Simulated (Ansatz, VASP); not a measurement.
## CdF2 in two plane-wave programs

Wanted: the spread between two codes on one cell, functional and k mesh. Valence electrons are named where the data sets of a main pair hold unlike numbers.

Method: plane waves, with VASP 6.6.1 beside it; band structure at HSE06 and band structure at PBE-EpsX with an exact-exchange share of 0.357, in Ansatz 0.2.0.

## Step 1: Starting point

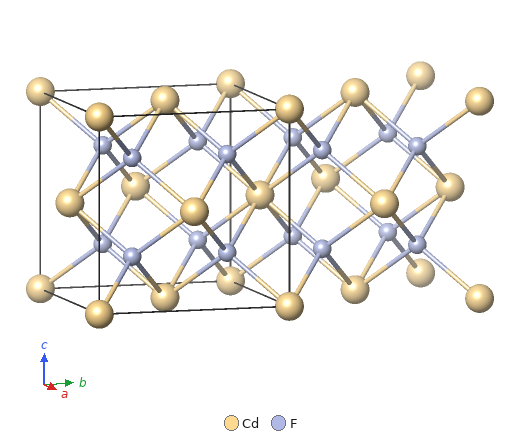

The cell as given, slightly off an axis (cadmium orange, fluorine light blue). 1×2×1 cells are drawn. This picture shows the conventional cell, with its axes. Some periodic images of atoms are drawn too.

Structure file:

```cif
data_structure
_symmetry_space_group_name_H-M 'Fm-3m'
_symmetry_Int_Tables_number 225
_cell_length_a 5.3880
_cell_length_b 5.3880
_cell_length_c 5.3880
_cell_angle_alpha 90.000
_cell_angle_beta 90.000
_cell_angle_gamma 90.000
_cell_volume 156.42
loop_
_atom_site_label
_atom_site_type_symbol
_atom_site_symmetry_multiplicity
_atom_site_Wyckoff_symbol
_atom_site_fract_x
_atom_site_fract_y
_atom_site_fract_z
_atom_site_occupancy
Cd1 Cd 4 a 0.00000 0.00000 0.00000 1
F1 F 8 c 0.25000 0.75000 0.75000 1
```

## Step 2: Ansatz: band structure, HSE06

Ansatz runs on its default PAW (the set named soft_2) files.

The same path points are solved in both programs, so levels can be compared one by one.

The input, input.yaml:

```yaml
crystal:
  lattice:
    - [0.0, 2.694, 2.694]
    - [2.694, 0.0, 2.694]
    - [2.694, 2.694, 0.0]
  atoms:
    - { symbol: Cd, position: [0.0, 0.0, 0.0] }
    - { symbol: F, position: [0.25, 0.25, 0.25] }
    - { symbol: F, position: [0.75, 0.75, 0.75] }
hamiltonian:
  xc: { exchange: pbe, correlation: pbe, exx: { coeff: 0.25, omega: 0.2 } }
  pseudopotentials: { kind: paw }
kpoints:
  mp_grid: { grid: [5, 5, 5] }
  band_path:
    path:
      - [0.0, 0.0, 0.0]
      - [0.5, 0.0, 0.5]
      - [0.5, 0.2, 0.7]
      - [0.5, 0.25, 0.75]
      - [0.4, 0.35, 0.75]
      - [0.15, 0.15, 0.3]
      - [0.2, 0.2, 0.2]
      - [0.55, 0.4, 0.55]
      - [0.6, 0.25, 0.65]
      - [0.5, 0.25, 0.75]
      - [0.5, 0.5, 0.5]
      - [0.375, 0.375, 0.75]
      - [0.5, 0.0, 0.5]
    npoints: 1
scf:
  occupations: { method: gaussian, width: 0.02 }
  n_extra_bands: 7
output:
  forces: true
  stress: true
  eigenvalues: true
```

Started as:

```console
$ ansatz run input.yaml --threads 4 --pin off --max-ram 9216MiB --backend cpu --events-out ev --progress --plain --runs-dir out
```

Numbers of over 12 decimals in the logs are rounded to 6 here.

The log of the run:

```text
Warning: output.stress: scf.convergence.dr2_threshold = 1e-7 eV (the SCF's general default) is looser than the 3e-10 eV advised for a printed stress (1e-10 eV for each atom of the cell: 3). What an SCF threshold leaves in a stress goes as its square root, and in the free energy as the threshold itself, and one threshold admits the most on a small cell: [figures from the program's tests cut] Set scf.convergence.dr2_threshold to 3e-10 eV or tighter. The threshold is an SCF's pass mark: one that does not reach it within its budget of iterations ends unconverged, or closes short of it on a stop that the run arms, and scf.convergence.dr2_threshold's page says what that costs each kind of run
Warning: output.stress: scf.exx.energy_threshold = 1e-6 eV is looser than the 3e-8 eV advised for a stress under a hybrid functional (1e-8 eV for each atom of the cell: 3). Every SCF of the exchange loop can meet its threshold on dr2 while the loop round them stops early: no threshold on dr2 bounds what that leaves in the stress. Set scf.exx.energy_threshold to 3e-8 eV or tighter. The threshold is the loop's pass mark: a loop that does not reach it within its budget of cycles ends unconverged, and scf.exx.energy_threshold's page has the law
scf.n_extra_bands = 7 over 17 filled bands (N_el = 34.0): the run solves 24 bands
Engine: ansatz 0.2.0, aarch64-unknown-linux-gnu
Pseudopotentials: kind: paw
Pseudopotential: Cd, paw, valence charge 20, recommended cutoff 420 eV (normal), Cd.paw.azcp
Pseudopotential: F, paw, valence charge 7, recommended cutoff 420 eV (normal), F.paw.azcp
Functional definition: unnamed
  parameter a_1 = 0.25
  parameter omega_1 = 0.2/angstrom
  exchange = pbe_x + (-a_1)*pbe_x_sr(omega_1) + a_1*exact_x_sr(omega_1)
  correlation = pbe_c
Crystal: 3 atoms, lattice volume = 39.104 Å³
Basis set: ecut = 420 eV, 749 PW (Γ), exchange–correlation on 54×54×54 points (8 copies of the dense FFT grid, shifted against one another)
Bands: 24, of which v1, the nominal top of the filled ones, is band 17 counted from 1 (16 counted from 0)
Symmetry: 48 space group operations
Space group: Fm-3m (ITA 225), of the structure as read, at distance tolerance 3.4e-5 Å
k-points: 10 of 125
Non-local potential: Cd, projectors of the file, l = 0: 3, l = 1: 2, l = 2: 2, l = 3: 1
Non-local potential: F, projectors of the file, l = 0: 2, l = 1: 2, l = 2: 1
PAW form: soft (Blöchl's): semilocal exchange-correlation on the pseudo side does not see the compensation charge
PAW frozen core: Cd, regenerated for the run's functional, and the local potential with it (the file was generated under x = pbe(κ = 0.804, μ = 0.219515), c = pbe(β = 0.066725))
PAW frozen core: F, regenerated for the run's functional, and the local potential with it (the file was generated under x = pbe(κ = 0.804, μ = 0.219515), c = pbe(β = 0.066725))
PAW one-centre angular grid: Cd, 590 points (default); XC on 64 Gauss nodes
PAW one-centre angular grid: F, 110 points (default); XC on 64 Gauss nodes
Initial density: superposition of atomic densities (neutral atoms: chi_scale 0, normalization atom), corrected by the library's trained network
Initial wavefunctions: pseudopotential atomic-orbital guess
Functional: x = pbe(κ = 0.804, μ = 0.219515), c = pbe(β = 0.066725), warm-up for x = pbe(κ = 0.804, μ = 0.219515) + 0.25 (exact − pbe) at short range (hse, ω = 0.2 Å⁻¹), c = pbe(β = 0.066725)
SCF iter   1: F=—  HF=-9872.133290 eV  |F-HF|=—  |Δ(HF+E_count)|=         —  Δρ=1.05e-3  dr2=2.10e-4  ethr=1.77e-3  ⟨swp⟩=2.0  Hψ=1600  notcnv=0
preconditioner: auto → none  [insulator: Δε(μ)=3.179 eV  Ē_g=19.939 eV  σ=0.020 eV  W_gap=1.00  n_scr=14 (ndim 8)  ℏωp=30.3 eV  f_vac=0.125  D(μ)=0.00/eV (n_scr^D=0)]
iter 2 solved again at ethr=2.90e-8 eV; its pass at ethr=6.17e-7 eV (dr2=9.86e-6 eV) is discarded
SCF iter   2: F=-9872.133578 eV  HF=-9872.133490 eV  |F-HF|=8.78e-5  |Δ(HF+E_count)|=   2.00e-4  Δρ=2.81e-4  dr2=9.86e-6  ethr=2.90e-8  ⟨swp⟩=2.1  Hψ=1057  notcnv=0  defer=1
SCF 1 stopped early in 2 iterations: F = -9872.133578 eV  dr2 = 9.86e-6
  greatest PAW one-centre occupation: 1.001 electrons in one spin orbital (limit 2), on the Cd atom at site 0 (counted from 0), in its partial waves of l = 1
Initial density: handed on by an earlier stage of this run
Initial wavefunctions: those handed on with the density
Functional: x = pbe(κ = 0.804, μ = 0.219515) + 0.25 (exact − pbe) at short range (hse, ω = 0.2 Å⁻¹), c = pbe(β = 0.066725)
Exchange kernel: α = 0.2500, screened, ω = 0.2000 Å⁻¹, Wigner–Seitz truncation, v(0) = 1123.6308 eV·Å³, q-mesh 5×5×5, nearest image of the exchange supercell L = 19.05 Å, pair-density grid 18×18×18, without the augmentation charges, whose exchange is taken in its separable form by FFT convolution over the k-point mesh (sized by the pseudopotential files, 24×24×24 at the most), smooth part of the exact exchange by density-matrix convolution
Frozen-core exchange: fock
SCF iter   1: F=—  HF=-9875.593027 eV  |F-HF|=—  |Δ(HF+E_count)|=         —  Δρ=1.22e-2  dr2=5.60e-2  ethr=2.90e-7  ⟨swp⟩=6.1  Hψ=1122  notcnv=0
preconditioner: auto → none  [insulator: Δε(μ)=5.406 eV  Ē_g=22.811 eV  σ=0.020 eV  W_gap=1.00  n_scr=14 (ndim 8)  ℏωp=30.3 eV  f_vac=0.125  D(μ)=0.00/eV (n_scr^D=0)]
SCF iter   2: F=—  HF=-9875.578867 eV  |F-HF|=—  |Δ(HF+E_count)|=   1.42e-2  Δρ=7.36e-3  dr2=7.58e-3  ethr=2.90e-7  ⟨swp⟩=5.0  Hψ=880  notcnv=0
SCF iter   3: F=—  HF=-9875.589963 eV  |F-HF|=—  |Δ(HF+E_count)|=   1.11e-2  Δρ=3.18e-3  dr2=2.67e-3  ethr=2.90e-7  ⟨swp⟩=4.0  Hψ=810  notcnv=0
SCF iter   4: F=—  HF=-9875.589284 eV  |F-HF|=—  |Δ(HF+E_count)|=   6.79e-4  Δρ=1.11e-3  dr2=3.11e-4  ethr=2.90e-7  ⟨swp⟩=3.2  Hψ=576  notcnv=0
SCF iter   5: F=—  HF=-9875.589598 eV  |F-HF|=—  |Δ(HF+E_count)|=   3.14e-4  Δρ=6.22e-4  dr2=1.14e-4  ethr=2.90e-7  ⟨swp⟩=3.2  Hψ=539  notcnv=0
SCF iter   6: F=-9875.589560 eV  HF=-9875.589566 eV  |F-HF|=6.30e-6  |Δ(HF+E_count)|=   3.24e-5  Δρ=3.41e-5  dr2=2.97e-7  ethr=2.90e-7  ⟨swp⟩=3.0  Hψ=480  notcnv=0
SCF 2 stopped early in 6 iterations: F = -9875.589560 eV  dr2 = 2.97e-7
  greatest PAW one-centre occupation: 1.002 electrons in one spin orbital (limit 2), on the Cd atom at site 0 (counted from 0), in its partial waves of l = 1
hybrid outer 1: dexx = +1.454e-2 eV, tail = 3.66e-5 eV
Exchange kernel: α = 0.2500, screened, ω = 0.2000 Å⁻¹, Wigner–Seitz truncation, v(0) = 1123.6308 eV·Å³, q-mesh 5×5×5, nearest image of the exchange supercell L = 19.05 Å, pair-density grid 18×18×18, without the augmentation charges, whose exchange is taken in its separable form by FFT convolution over the k-point mesh (sized by the pseudopotential files, 24×24×24 at the most), smooth part of the exact exchange by density-matrix convolution
Frozen-core exchange: fock
SCF iter   1: F=—  HF=-9875.589788 eV  |F-HF|=—  |Δ(HF+E_count)|=         —  Δρ=7.94e-5  dr2=1.29e-6  ethr=5.39e-7  ⟨swp⟩=4.1  Hψ=588  notcnv=0
preconditioner: auto → none  [insulator: Δε(μ)=5.324 eV  Ē_g=22.738 eV  σ=0.020 eV  W_gap=1.00  n_scr=14 (ndim 8)  ℏωp=30.3 eV  f_vac=0.148  D(μ)=0.00/eV (n_scr^D=0)]
SCF iter   2: F=—  HF=-9875.589788 eV  |F-HF|=—  |Δ(HF+E_count)|=   1.81e-7  Δρ=2.90e-5  dr2=9.77e-8  ethr=3.08e-9  ⟨swp⟩=3.5  Hψ=531  notcnv=0
SCF iter   3: F=—  HF=-9875.589788 eV  |F-HF|=—  |Δ(HF+E_count)|=   2.23e-7  Δρ=7.35e-6  dr2=1.20e-8  ethr=2.33e-10  ⟨swp⟩=3.4  Hψ=564  notcnv=0  defer=3
SCF iter   4: F=-9875.589788 eV  HF=-9875.589788 eV  |F-HF|=1.78e-9  |Δ(HF+E_count)|=   3.51e-9  Δρ=3.17e-6  dr2=1.88e-9  ethr=3.51e-11  ⟨swp⟩=3.1  Hψ=620  notcnv=0
SCF 3 converged in 4 iterations: F = -9875.589788 eV  dr2 = 1.88e-9
  Residual-converged pass: ⟨swp⟩=2.2  Hψ=376  notcnv=0  max |occ|·‖R‖ = 1.7e-6 eV (tolerance 2.4e-6 eV)  dr2=1.88e-9  dr2_onsite=3.44e-10  max |Δocc| = 0.0e0
hybrid outer 2: dexx = +3.372e-7 eV, tail = 3.00e-8 eV, Δε = 2.78e-3 eV (about 9.52e-5 eV left of the loop's levels)
NSCF: frozen V_eff on 13 k-points
hybrid SCF converged: 2 outer / 10 inner (+2 warm-up), last move |dexx| = 3.37e-7 eV, tail = 3.00e-8 eV
Stability not checked: this state was not tested for a lower state beside it, because the functional holds exact exchange (a hybrid, or Hartree-Fock), whose exchange loop this test does not read (fock_operator; see scf.lower_state_search)
Free energy (F): -9875.589788 eV
Frozen-core exchange: fock
Harris-Foulkes:  -9875.589788 eV  (|F-HF|=1.78e-9)
Internal energy: -9875.589788 eV  (E = F + TS)
E sigma→0 (E₀):  -9875.589788 eV
Fermi energy:    7.449383 eV
--- Per-component energies (eV) ---
  E_band       = -571.345829
  E_kinetic    = 923.668835
  E_local      = -4242.118020  (includes V_loc(G=0)·N_el)
  E_nonlocal   = 182.385231
  E_hartree    = 1883.660607
  E_xc         = -267.460133
  E_vxc        = -336.212639  (∫ρ·V_xc dr)
  E_exx        = -142.488299  (= α·E_x^exact, valence–valence)
  E_paw        = -4418.722999  (= ΣΔE_a)
  E_vpaw       = -581.419660  (= ΣTr[D̂ρ^β])
  E_aug_tail   = 0.004124  (compensation charges beyond the density's cutoff)
  E_ewald      = -3793.856633
  E_core_change = -0.662502  (= ΣΔE_core)
  E_smearing   = -0.000000  (= −TS)
  E_closure    = 0.000000  (closes the sum)
  Σ components = -9875.589788   (vs F -9875.589788, Δ=1.82e-12)
--- Forces (eV/Å), atoms counted from 1 ---
  atom   1  Cd    -0.00000000     0.00000000     0.00000000
  atom   2  F      0.00000000    -0.00000000     0.00000000
  atom   3  F     -0.00000000    -0.00000000     0.00000000
  max |Σ_I F_I| component: 3.47e-18 eV/Å
--- Stress (GPa, compression-positive) ---
        1.764831      -0.000000      -0.000000
        0.000000       1.764831      -0.000000
       -0.000000      -0.000000       1.764831
  P = ⅓ Tr σ = 1.7648 GPa (17.648 kbar)
--- Band table (eV; the first three rows and the last of 10) ---
  k-point 0: bands = [... 13 lower, 3.8619, 4.2939, 4.2939, 4.2939, 10.1108, 19.8783, 19.8783, 19.8783, ... 3 higher]
  k-point 1: bands = [... 13 lower, 3.5730, 3.9650, 4.3447, 4.3447, 11.3991, 18.4164, 20.4903, 20.4903, ... 3 higher]
  k-point 2: bands = [... 13 lower, 3.0472, 3.0472, 4.4145, 4.4145, 13.7878, 16.6452, 21.6719, 21.6719, ... 3 higher]
  k-point 9: bands = [... 13 lower, 2.8404, 3.6841, 4.2816, 4.7877, 15.0128, 17.4887, 19.7788, 19.9769, ... 3 higher]
```

Run time: 36 s. Hardware: 4 threads of Arm Neoverse N1, shared host; peak memory 0.78 GiB; 2.1 min of CPU time.

## Step 3: VASP: band structure, HSE06

The same cell, functional, mesh and smearing now go to VASP, with its own data sets.

Lines of VASP's logs that name or quote its potential files are left out, and so is its time.

The run reads the wave functions of an earlier VASP run, which isn't shown here.

The input, INCAR:

```
SYSTEM = CdF2
PREC = Accurate
ENCUT = 520
EDIFF = 1E-06
NELM = 100
ISMEAR = 0
SIGMA = 0.02
LREAL = .FALSE.
ALGO = Normal
LHFCALC = .TRUE.
AEXX = 0.25
GGA = PE
HFSCREEN = 0.2
LASPH = .TRUE.
NBANDS = 19
PRECFOCK = Fast
LORBIT = 11
LWAVE = .FALSE.
LCHARG = .FALSE.
KPAR = 4
```

The input, POSCAR:

```
CdF2
1.0
    0.0000000000      2.6940000000      2.6940000000
    2.6940000000      0.0000000000      2.6940000000
    2.6940000000      2.6940000000      0.0000000000
Cd F
1 2
Direct
    0.0000000000      0.0000000000      0.0000000000
    0.2500000000      0.2500000000      0.2500000000
    0.7500000000      0.7500000000      0.7500000000
```

The input, KPOINTS:

```
Automatic mesh
0
Gamma
5 5 5
0 0 0
```

The input, KPOINTS_OPT:

```
Line mode
6
Line-mode
Reciprocal
  0.00000000   0.00000000   0.00000000 GAMMA
  0.50000000   0.00000000   0.50000000 X

  0.50000000   0.00000000   0.50000000 X
  0.50000000   0.25000000   0.75000000 W

  0.50000000   0.25000000   0.75000000 W
  0.37500000   0.37500000   0.75000000 K

  0.37500000   0.37500000   0.75000000 K
  0.00000000   0.00000000   0.00000000 GAMMA

  0.00000000   0.00000000   0.00000000 GAMMA
  0.50000000   0.50000000   0.50000000 L

  0.50000000   0.50000000   0.50000000 L
  0.62500000   0.25000000   0.62500000 U

  0.62500000   0.25000000   0.62500000 U
  0.50000000   0.25000000   0.75000000 W

  0.50000000   0.25000000   0.75000000 W
  0.50000000   0.50000000   0.50000000 L

  0.50000000   0.50000000   0.50000000 L
  0.37500000   0.37500000   0.75000000 K

  0.62500000   0.25000000   0.62500000 U
  0.50000000   0.00000000   0.50000000 X
```

Potentials, in the order of the species: Cd and F (PBE family, release 64).

Started as:

```console
$ mpirun -np 4 vasp_std
```

The log of the run:

```text
[banner, memory and clock lines left out]
running    4 mpi-ranks, on    1 nodes
 distrk:  each k-point on    1 cores,    4 groups
 distr:  one band on    1 cores,    1 groups

 POSCAR found type information on POSCAR CdF
 POSCAR found :  2 types and       3 ions
 LDA part: xc-table for (Slater+PW92), standard interpolation
 found WAVECAR, reading the header
 POSCAR, INCAR and KPOINTS ok, starting setup
 FFT: planning ... GRIDC
 FFT: planning ... GRID_SOFT
 FFT: planning ... GRID
 reading WAVECAR
 the WAVECAR file was read successfully
 initial charge from wavefunction
 entering main loop
       N       E                     dE             d eps       ncg     rms          rms(c)
DAV:   1    -0.143939522237E+02   -0.14394E+02   -0.59953E-01   380   0.659E+00    0.102E+00
DAV:   2    -0.143917427065E+02    0.22095E-02   -0.36656E-02   383   0.174E+00    0.764E-01
DAV:   3    -0.143891940700E+02    0.25486E-02   -0.10248E-02   404   0.933E-01    0.473E-01
DAV:   4    -0.143888808257E+02    0.31324E-03   -0.58973E-04   392   0.321E-01    0.286E-01
DAV:   5    -0.143887011009E+02    0.17972E-03   -0.17531E-04   386   0.173E-01    0.171E-01
DAV:   6    -0.143886544676E+02    0.46633E-04   -0.31827E-05   380   0.648E-02    0.102E-01
DAV:   7    -0.143886388276E+02    0.15640E-04   -0.73494E-06   383   0.375E-02    0.614E-02
DAV:   8    -0.143886348243E+02    0.40033E-05   -0.41608E-06   380   0.240E-02    0.383E-02
DAV:   9    -0.143886339761E+02    0.84819E-06   -0.94066E-07   303   0.122E-02
   1 F= -.14388634E+02 E0= -.14388634E+02  d E =-.154727E-15
 Start KPOINTS_OPT (optional k-point list driver)
k-point batch [1-10\60]
       N       E                     dE             ncg
DAV:   1     0.258520254359E+03   -0.64559E+04      380
DAV:   2    -0.217361024548E+04   -0.24321E+04      415
DAV:   3    -0.230898719907E+04   -0.13538E+03      413
DAV:   4    -0.231060992339E+04   -0.16227E+01      425
DAV:   5    -0.231061689053E+04   -0.69671E-02      422
DAV:   6    -0.231061691697E+04   -0.26435E-04      413
DAV:   7    -0.231061691708E+04   -0.10984E-06      269
[...]
k-point batch [51-60\60]
       N       E                     dE             ncg
DAV:   1     0.291654646648E+03   -0.93696E+04      380
DAV:   2    -0.219015132197E+04   -0.24818E+04      404
DAV:   3    -0.232500087868E+04   -0.13485E+03      413
DAV:   4    -0.232675288573E+04   -0.17520E+01      425
DAV:   5    -0.232676021115E+04   -0.73254E-02      416
DAV:   6    -0.232676023942E+04   -0.28268E-04      413
DAV:   7    -0.232676023952E+04   -0.10093E-06      277
```

From OUTCAR (step 3):

```text
ion  position               nearest neighbor table
   1  0.000  0.000  0.000-   3 2.33   3 2.33   3 2.33   2 2.33   3 2.33   2 2.33   2 2.33   2 2.33

  LATTYP: Found a face centered cubic cell.
 ALAT       =     5.3880000000

 Subroutine GETGRP returns: Found 48 space group operations
 (whereof 48 operations were pure point group operations)

The static configuration has the point symmetry O_h .

 Found     10 irreducible k-points:

   k-points           NKPTS =     10   k-points in BZ     NKDIM =    125   number of bands    NBANDS=     19

   dimension x,y,z NGX =    28 NGY =   28 NGZ =   28
   dimension x,y,z NGXF=    56 NGYF=   56 NGZF=   56

   ENCUT  =  520.0 eV  38.22 Ry    6.18 a.u.   7.08  7.08  7.08*2*pi/ulx,y,z

   NELECT =      26.0000    total number of electrons

 k-points in reciprocal lattice and weights: Automatic mesh
   0.00000000  0.00000000  0.00000000       0.008
   0.20000000  0.00000000  0.00000000       0.064
   0.40000000  0.00000000  0.00000000       0.064
   0.20000000  0.20000000  0.00000000       0.048
   0.40000000  0.20000000  0.00000000       0.192
  -0.40000000  0.20000000  0.00000000       0.192
  -0.20000000  0.20000000  0.00000000       0.096
   0.40000000  0.40000000  0.00000000       0.048
  -0.40000000  0.40000000  0.00000000       0.096
  -0.40000000  0.40000000  0.20000000       0.192

  exchange ACFDT corr.  =         0.00000000  see jH, gK, PRB 81, 115126

 average (electrostatic) potential at core
       1 -32.6453       2 -70.5910       3 -70.5910

 E-fermi :  -2.8540

 k-point     1 :       0.0000    0.0000    0.0000
  band No.  band energies     occupation
    ...
      9      -3.8859      2.00000
     10      -3.8858      2.00000
     11      -3.4561      2.00000
     12      -3.4561      2.00000
     13      -3.4560      2.00000
     14       2.3131      0.00000
     15      12.1295      0.00000
     16      12.1295      0.00000
     17      12.1295      0.00000
     18      16.9872      0.00000
    ...

 k-point     2 :       0.2000    0.0000    0.0000
  band No.  band energies     occupation
    ...
      9      -4.1771      2.00000
     10      -4.1770      2.00000
     11      -3.7845      2.00000
     12      -3.4045      2.00000
     13      -3.4044      2.00000
     14       3.6092      0.00000
     15      10.6642      0.00000
     16      12.7387      0.00000
     17      12.7387      0.00000
     18      18.5559      0.00000
    ...

 k-point     3 :       0.4000    0.0000    0.0000
  band No.  band energies     occupation
    ...
      9      -4.9011      2.00000
     10      -4.7053      2.00000
     11      -4.7052      2.00000
     12      -3.3360      2.00000
     13      -3.3360      2.00000
     14       6.0071      0.00000
     15       8.8908      0.00000
     16      13.9144      0.00000
     17      13.9144      0.00000
     18      17.7318      0.00000
    ...

  energy-cutoff  :      520.00
  volume of cell :       39.10
      direct lattice vectors                 reciprocal lattice vectors
     0.000000000  2.694000000  2.694000000    -0.185597624  0.185597624  0.185597624
     2.694000000  0.000000000  2.694000000     0.185597624 -0.185597624  0.185597624
     2.694000000  2.694000000  0.000000000     0.185597624  0.185597624 -0.185597624

 POSITION                                       TOTAL-FORCE (eV/Angst)
 -----------------------------------------------------------------------------------
      0.00000      0.00000      0.00000        -0.000000     -0.000000      0.000000
      1.34700      1.34700      1.34700        -0.000000     -0.000000     -0.000000
      4.04100      4.04100      4.04100         0.000000      0.000000      0.000000
 -----------------------------------------------------------------------------------
    total drift:                                0.000019     -0.000015      0.000009

  FREE ENERGIE OF THE ION-ELECTRON SYSTEM (eV)
  ---------------------------------------------------
  free  energy   TOTEN  =       -14.3886339761 eV

  energy  without entropy=      -14.3886339761  energy(sigma->0) =      -14.38863398

 total charge
# of ion       s       p       d       tot
------------------------------------------
    1        0.195   0.181   9.721  10.098
    2        1.746   4.388   0.000   6.133
    3        1.746   4.388   0.000   6.133
--------------------------------------------------
tot          3.687   8.957   9.721  22.365

[... 3 further parts left out ...]
```

Spin-orbit coupling is off here; it would split degenerate levels. The PAW data sets were made with PBE, which is usual practice but a small mismatch for other functionals.

(Part 1 of 2 ends here.)

[Lines on the potential files, build, host, timing and source positions are cut from VASP's logs without a mark.]

[Logs are printed without paths, hosts, clocks, repeated set-up lines and the standing remarks that a program may print on its own settings, such as how far it seeks lower states.]

[Hosts, paths, dates, database ids (printed as entryN), source tags and the programs' standing remarks are cut or masked in the printed files.]
